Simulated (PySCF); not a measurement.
Consider C$_{6}$H$_{9}$O$_{2}$ (charge +1).

```xyz
17

C     2.7374   -0.3269   -0.0804
O     1.7602    0.7054   -0.0152
C     0.4805    0.3884    0.0274
C    -0.0555   -0.8963    0.1574
C    -1.5007   -1.1314    0.0638
O    -2.1974   -0.0671   -0.5257
C    -1.8944    1.1618    0.0713
C    -0.4616    1.4114    0.1919
H     3.6820    0.1813   -0.2625
H     2.7983   -0.8724    0.8643
H     2.5288   -1.0156   -0.9026
H     0.5709   -1.7294    0.4472
H    -1.8924   -1.3844    1.0744
H    -1.7093   -2.0107   -0.5609
H    -2.3664    1.2760    1.0741
H    -2.3685    1.9312   -0.5558
H    -0.1190    2.3907    0.5012
```

Geometry: GFN2-xTB.

All numbers below come from PySCF 2.14.0, CAM-B3LYP/def2-SVPD, SCF density, gas phase.

### Predict the electron density and electron localisation function between the atoms.

C–O (1.32 Å): ρ at the midpoint is about 2.6 e/Å³; the ELF peaks at about 0.90 between the atoms: a polar covalent bond.
C–C (1.40 Å): ρ at the midpoint is about 2.1 e/Å³; the ELF peaks at about 0.95 between the atoms; localised, covalent bonding.
C–H (1.09 Å): the density is about 2.1 e/Å³ at the midpoint; the ELF climbs to about 1 towards the hydrogen, as it does in any bond to H (an ordinary covalent bond to hydrogen).
C–O (1.42 Å): ρ is about 2 e/Å³ halfway, with its minimum of 1.6 e/Å³ about 0.5 Å from C; the ELF peaks at about 0.90 between the atoms, as expected for a shared but strongly polarised pair.

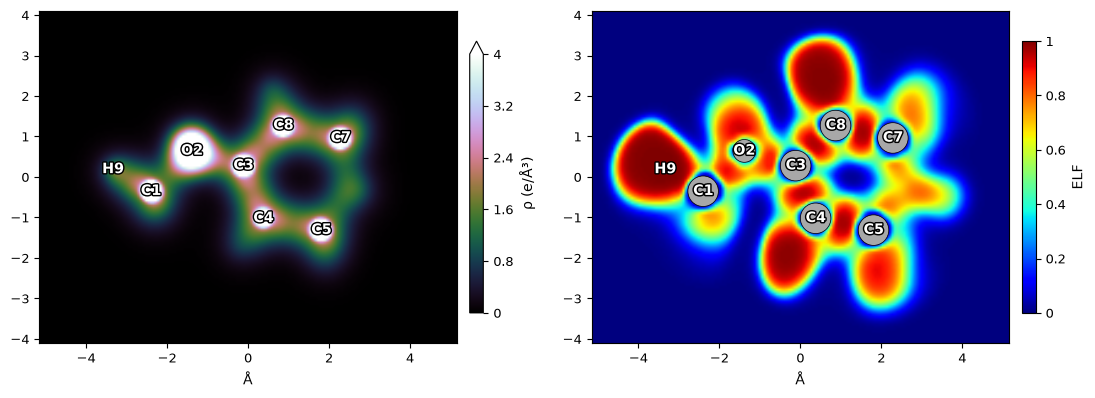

Computed electron density and electron localisation function on the plane of atoms C1, O2 and C3, in this order. Grey discs cover the atomic cores in the ELF map. 
